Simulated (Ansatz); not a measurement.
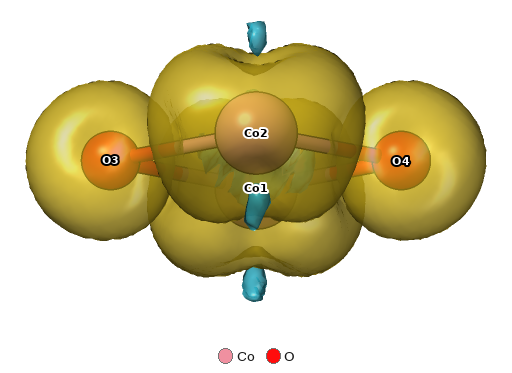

Figure. Co₂O₂ (charge −1, sextet). Isosurfaces of the spin density (α minus β) at +0.03 (yellow) and −0.03 e/Å³ (cyan), seen from one side.

Geometry: PBE-D4/def2-SVPD; ⟨S²⟩ = 8.91, above the pure value of 8.75.

The calculation used UKS PBE0-D4/def2-TZVPD in Ansatz 0.2.0.

### Describe the spin distribution.

The unpaired spin (5 electrons) lies mostly on Co1 (about 2.2), Co2 (about 2.2), O3 (about 0.3) and O4 (about 0.3), in electrons by Hirshfeld's partition.
